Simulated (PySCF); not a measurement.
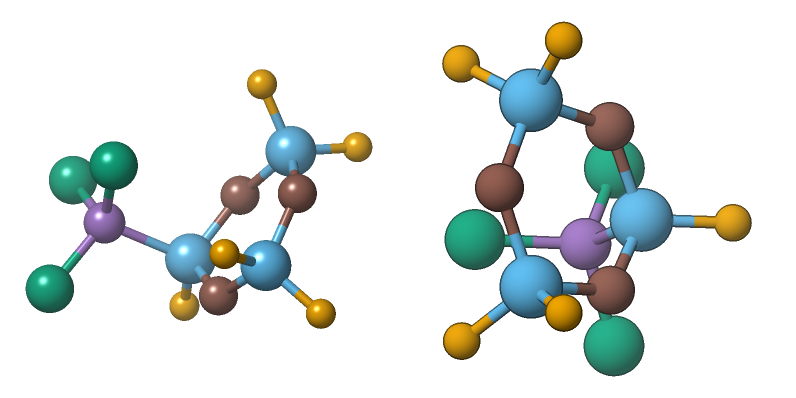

The same structure drawn twice, from different directions. Colours: chlorine teal, carbon purple, silicon blue, oxygen brown, hydrogen orange.

The geometry was computed by an optimisation with PBE0-D3(BJ)/def2-SVP. No frequency run is at hand to confirm it as a minimum.

**Which formula does it have?**

CH5Cl3O3Si3, 15 atoms: 1 carbon, 5 hydrogen, 3 chlorine, 3 oxygen and 3 silicon.

**Give a SMILES string for it.**

ClC(Cl)(Cl)[SiH]1O[SiH2]O[SiH2]O1

**Give the symmetry (Schoenflies symbol).**

Cs.

**Count the bonded pairs by element.**

6 O–Si, 5 Si–H, 3 C–Cl, 1 C–Si.

The parts below concern this one geometry. Atoms keep their numbers from picture to picture.

## Shape

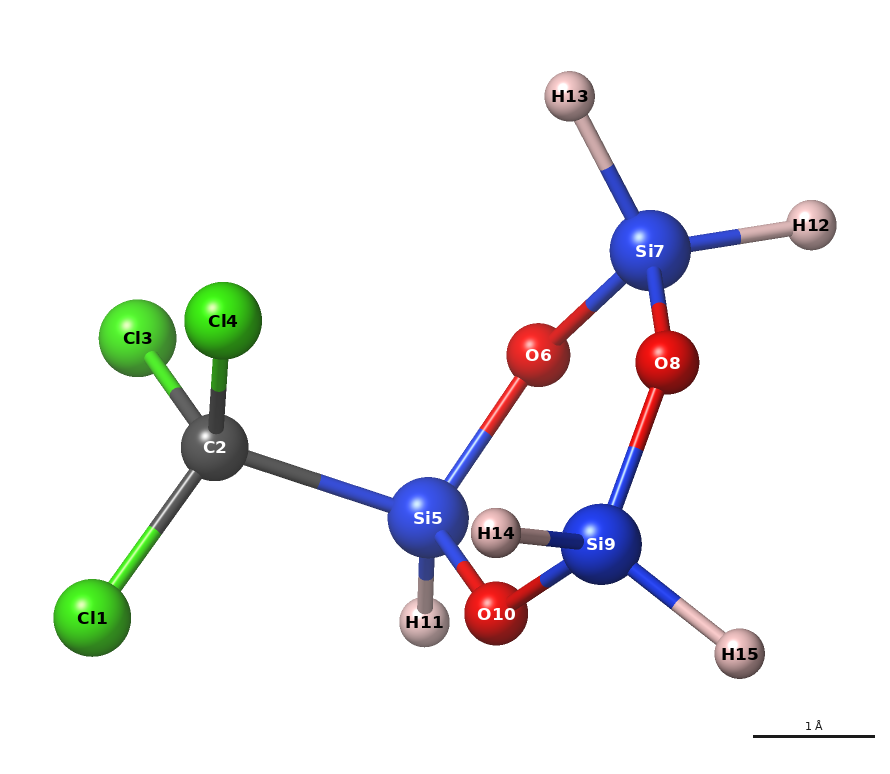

No frequency run is at hand to confirm it as a minimum.

What are the angles Cl1–C2–Cl3, Cl1–C2–Si5, C2–Si5–O6, Cl3–C2–Cl4, Cl4–C2–Si5, Si5–O6–Si7, O6–Si7–H12, O6–Si7–H13, Si7–O8–Si9, O8–Si7–H12, O8–Si9–H14, O10–Si9–H14?

```csv
angle,degrees
Cl1–C2–Cl3,110.3
Cl1–C2–Si5,109.1
C2–Si5–O6,107.2
Cl3–C2–Cl4,110.1
Cl4–C2–Si5,108.3
Si5–O6–Si7,129.9
O6–Si7–H12,108.2
O6–Si7–H13,109.9
Si7–O8–Si9,133.5
O8–Si7–H12,109.8
O8–Si9–H14,109.9
O10–Si9–H14,110.1
```

## Dipole moment

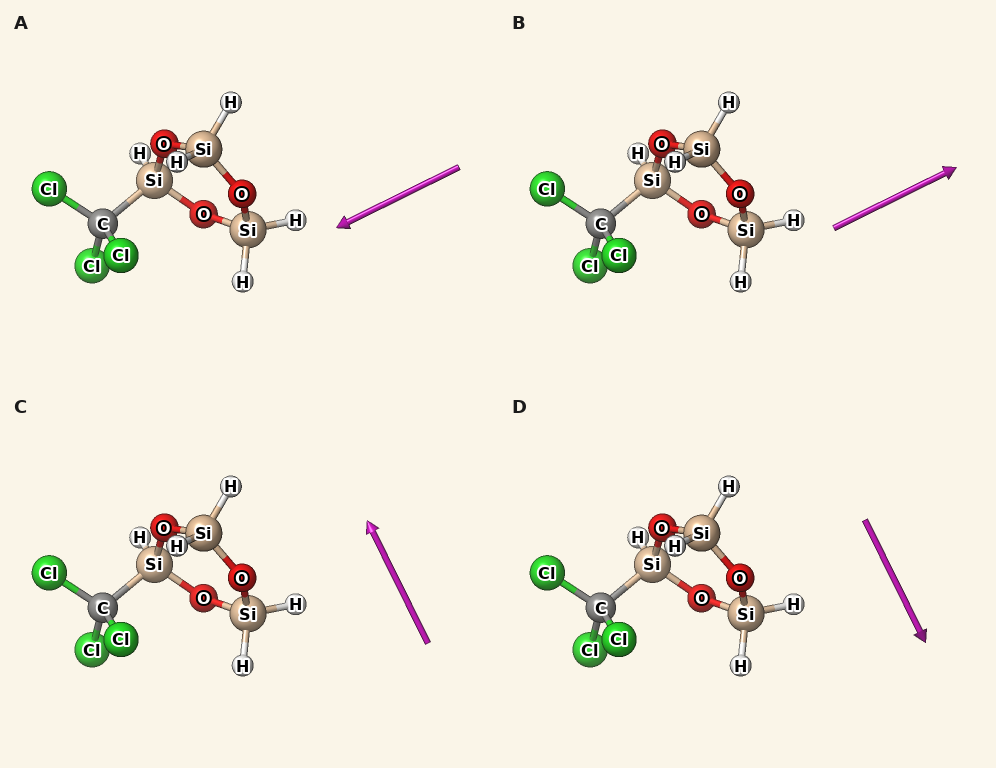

The same molecule four times, each with an arrow. No frequency run is at hand to confirm it as a minimum. Level of theory: CAM-B3LYP/def2-SVPD, gas phase (PySCF 2.14.0).

**Which arrow points along the dipole moment, from the negative to the positive end?**

B. The dipole moment is 1.27 D.

## NMR shielding

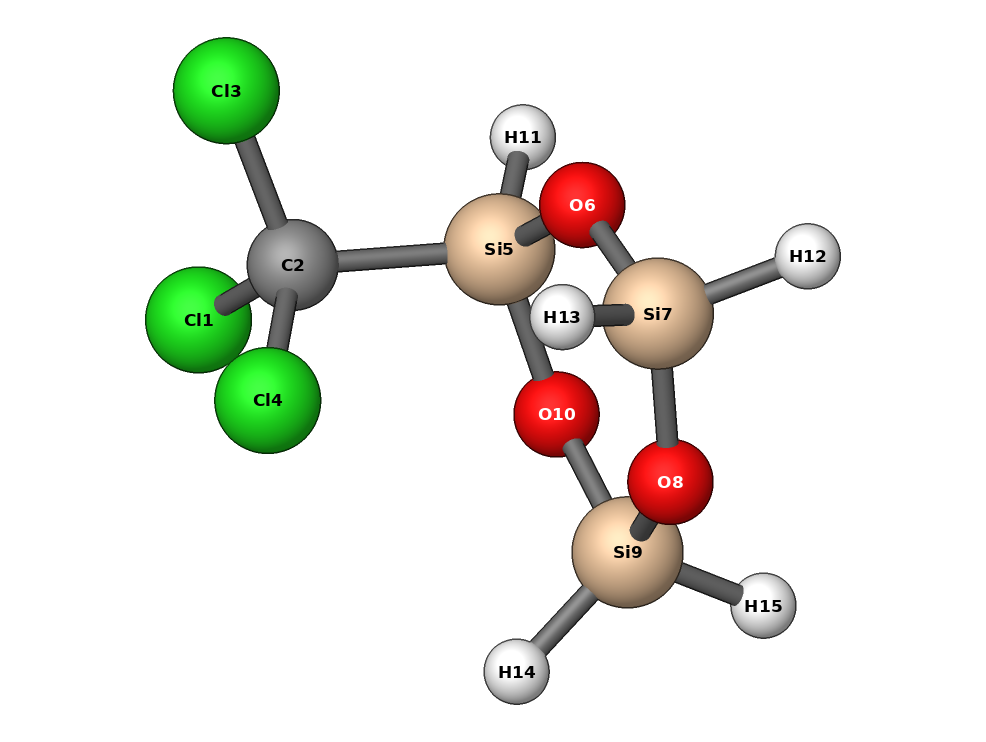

No frequency run is at hand to confirm it as a minimum. Properties computed with GIAO ωB97X-D/pcSseg-1 NMR shielding, non-relativistic, gas phase (PySCF 2.14.0). Principal shieldings σ11 ≤ σ22 ≤ σ33, span Ω = σ33 − σ11, skew κ = 3(σiso − σ22)/Ω.

Give the shielding tensors of the C atoms.

```csv
atom,σ11,σ22,σ33,σiso,Ω,κ
C2,52.9,85.5,91.8,76.8,38.9,−0.68
```

Shieldings and span in ppm.

## Polarisability

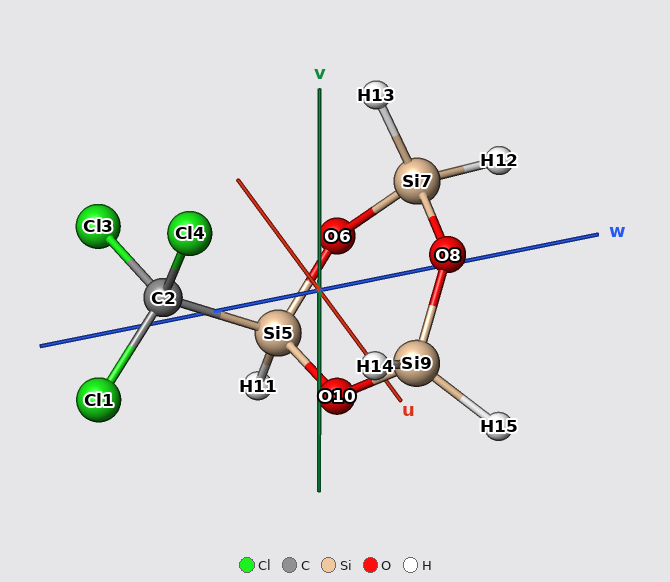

The lines u, v and w are the principal axes of the static dipole polarisability. No frequency run is at hand to confirm it as a minimum. Computed with CAM-B3LYP/def2-SVPD (PySCF 2.14.0).

**Along which axis is the molecule most polarisable, and along which least?**

Most along w, least along u.

**Give the three principal values.**

u 115.1, v 128.1, w 135.5 bohr³; mean 126.2, anisotropy 17.9 bohr³.

## Bond orders

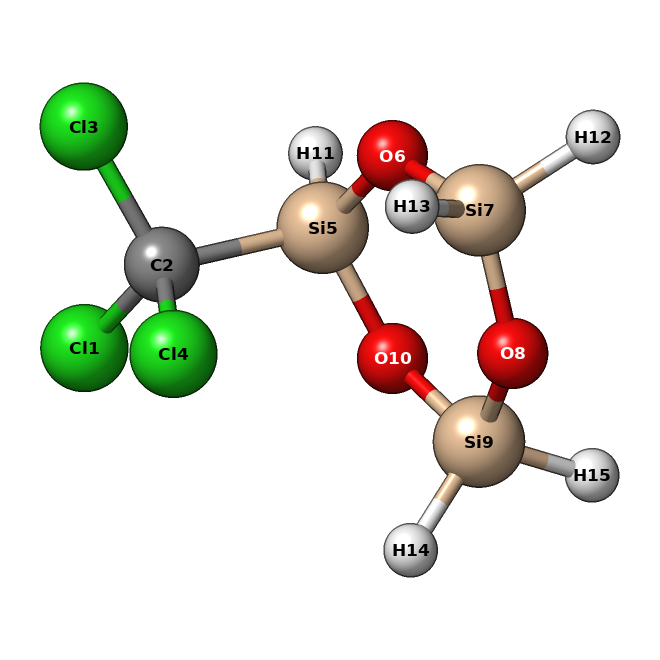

Every bond is drawn as one stick. No frequency run is at hand to confirm it as a minimum. Level of theory: PBE0/pcSseg-1 (PySCF 2.14.0).

**Which bond has the lowest Mayer bond order?**

C2–Si5, 0.64, at 1.912 Å.

List the Mayer bond orders of Cl1–C2, C2–Cl3, C2–Cl4, C2–Si5, Si5–O6, Si5–H11, Si7–H13, Si7–O8, O6–Si7, Si9–H14, Si7–H12 (one bond of each equivalent set). Atoms whose distances differ by more than 0.02 Å in this geometry are listed apart.

| bond | Mayer order | length (Å) |
| --- | --- | --- |
| Cl1–C2 | 1.03 | 1.776 |
| C2–Cl3 | 1.03 | 1.776 |
| C2–Cl4 | 0.99 | 1.786 |
| C2–Si5 | 0.64 | 1.912 |
| Si5–O6 | 0.95 | 1.650 |
| Si5–H11 | 0.92 | 1.475 |
| Si7–H13 | 0.92 | 1.483 |
| Si7–O8 | 0.91 | 1.662 |
| O6–Si7 | 0.88 | 1.673 |
| Si9–H14 | 0.92 | 1.483 |
| Si7–H12 | 0.92 | 1.484 |
